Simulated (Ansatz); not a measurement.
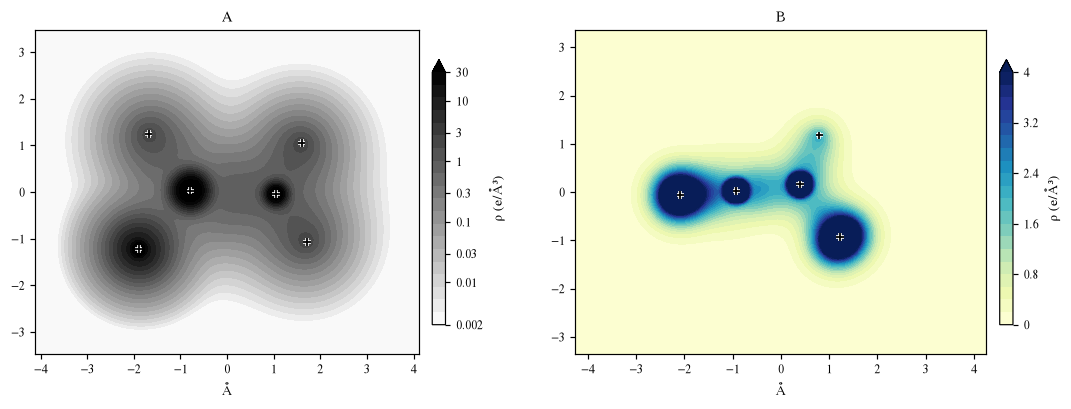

The total electron density of 2 systems, each on a plane through atoms (crosses mark nuclei in the plane).

Method: Ansatz, RKS PBE0-D4/def2-SVP.

System 1: BFH$_{3}$Si (SMILES B[SiH-]F) (charge −1), the molecular plane. The highest occupied orbital lies above zero, a sign that basis and functional describe the outermost electron poorly.

```xyz
6

B     0.3342   -0.4895   -0.8693
Si   -0.2901    0.3724    0.6341
F    -0.0961    1.9771    1.0781
H     0.0669   -1.6839   -0.9059
H     0.8664    0.0541   -1.8225
H    -0.8813   -0.2302    1.8853
```

System 2: C$_{2}$H$_{2}$O$_{2}$, the plane of atoms C2, C3 and O4. 

```xyz
6

O     0.6071    0.7182   -1.8269
C     0.2652    0.2130   -0.8361
C    -0.1076   -0.3902    0.2860
O    -1.1989    0.0376    1.0029
H     0.4187   -1.3124    0.5585
H    -0.8786    0.4945    1.7899
```

Question: Match each panel to its system.

Answer: Panel A is system 1, BFH$_{3}$Si: the plane holds B, Si, F and H. Si–F (1.68 Å): ρ is about 0.88 e/Å³ halfway. Panel B is system 2, C$_{2}$H$_{2}$O$_{2}$: the plane holds O, C and H. C–O (1.16 Å): the density is about 3.6 e/Å³ at the midpoint.
